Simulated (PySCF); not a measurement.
Molecule: SMILES N[SiH2]N[Si](Cl)(Cl)Cl (H5Cl3N2Si2). Atoms near the plane z = 0.0 Å, at the B3LYP/def2-SVP optimised geometry (x, y, z in Å): Si1 (-0.7, 0.5, 0.0), Cl2 (1.4, 0.5, 0.0), Cl4 (-1.4, 2.5, 0.0), H10 (-0.1, -2.5, 1.0).

Level of theory: PySCF with B3LYP/def2-TZVP. Cells within 0.4 Å of a nucleus heavier than hydrogen are left out (blank, or x). The values are rescaled to run from 0 to 1.

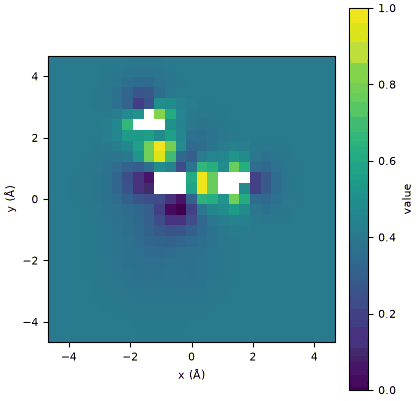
*a field on the plane z = 0.0 Å.*

Q: Which quantity is mapped?
(A) an orbital amplitude
(B) electrostatic potential
(C) deformation density (molecule minus spherical neutral atoms)
(D) electron localisation function

A: C, deformation density (molecule minus spherical neutral atoms). In full: deformation density (molecule minus spherical neutral atoms) (e/bohr³).
